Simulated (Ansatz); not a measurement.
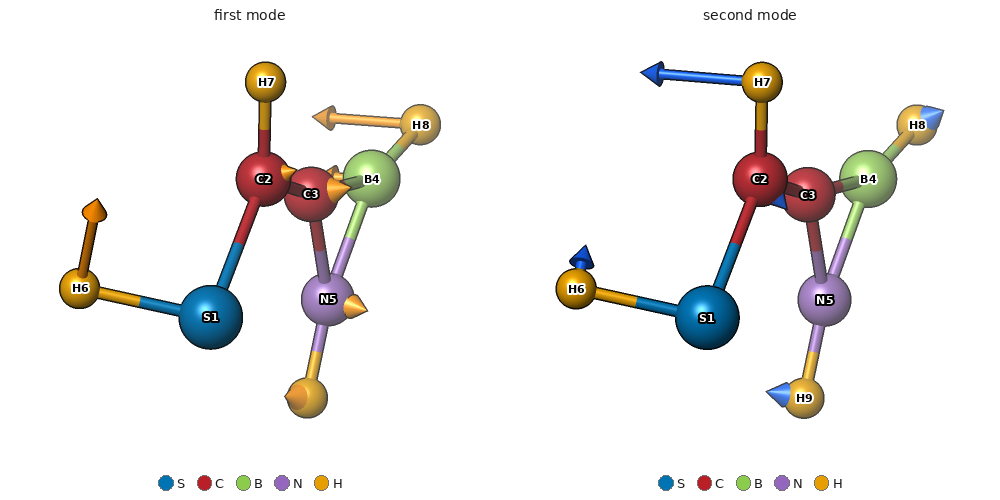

The system is C₂H₄BNS, SMILES SC=C1BN1; the picture shows the reference structure; its two panels give the patterns of the first and the second mode as arrows. 
- First axis: normal mode 3 (183 cm⁻¹). Second axis: normal mode 7 (724 cm⁻¹).
- Nothing is relaxed (straight displacements along the two mass-weighted modes).
- Grid: 9 × 9 points.
- Energies are in kJ/mol, from the lowest grid point.
- Method: RKS PBE-D4/def2-TZVP (Ansatz 0.2.0).

Its coordinates:

```xyz
9

S    -0.9169    1.0511    1.8149
C     0.4340    0.8356    0.6848
C     0.4273   -0.1545   -0.2125
B     0.7362   -1.1672   -1.3009
N    -0.4706   -1.1583   -0.6312
H    -1.3788    2.2428    1.3540
H     1.3162    1.4643    0.8018
H     1.3553   -1.7208   -2.1490
H    -1.4142   -1.4392   -0.3789
```

Range: normal mode 3 (183 cm⁻¹) from −0.994 to 0.994 amu½·Å; normal mode 7 (724 cm⁻¹) from −0.537 to 0.537 amu½·Å.

Q: What will the energy surface look like?

A: The lowest grid point is at normal mode 3 (183 cm⁻¹) = 0.000 amu½·Å, normal mode 7 (724 cm⁻¹) = 0.000 amu½·Å. It is the only kind of minimum in the scanned range. The highest grid point, normal mode 3 (183 cm⁻¹) = −0.994 amu½·Å, normal mode 7 (724 cm⁻¹) = −0.537 amu½·Å, lies 61.8 kJ/mol above the lowest.

```csv
"normal mode 7 (724 cm⁻¹) ↓, normal mode 3 (183 cm⁻¹) →",−0.994,−0.745,−0.497,−0.248,0.000,0.248,0.497,0.745,0.994
0.537,52.7,44.2,40.2,38.9,39.1,40.2,43.0,48.7,59.1
0.403,34.3,25.5,21.3,19.7,19.6,20.3,22.5,27.6,37.3
0.268,23.2,14.2,9.8,8.0,7.7,8.2,10.1,14.7,23.9
0.134,17.6,8.5,3.9,2.2,1.7,2.1,3.9,8.3,17.2
0.000,16.2,6.9,2.3,0.4,0.0,0.4,2.1,6.5,15.3
−0.134,18.6,9.1,4.2,2.2,1.7,2.1,3.8,8.1,17.0
−0.268,25.9,15.9,10.6,8.3,7.6,7.8,9.4,13.6,22.4
−0.403,39.9,29.1,23.2,20.4,19.2,19.0,20.3,24.3,32.9
−0.537,61.8,50.3,43.5,40.0,38.1,37.5,38.3,42.0,50.2
```

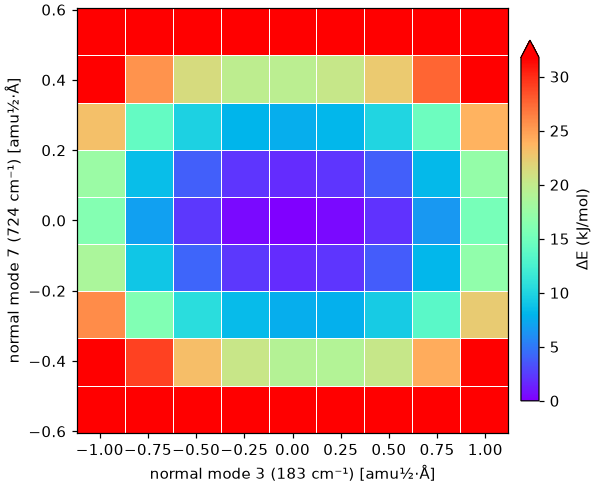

In the figure: one coloured cell a grid point, one colour for all values above the top of the scale.

Each point was launched as `ansatz run input.yaml --threads 1 --pin off --max-ram 2560MiB --backend cpu --events-out ev --progress --plain --runs-dir out`. The whole map (81 points run) took 13 min on 1 thread of Arm Neoverse V1, with other jobs on the host.
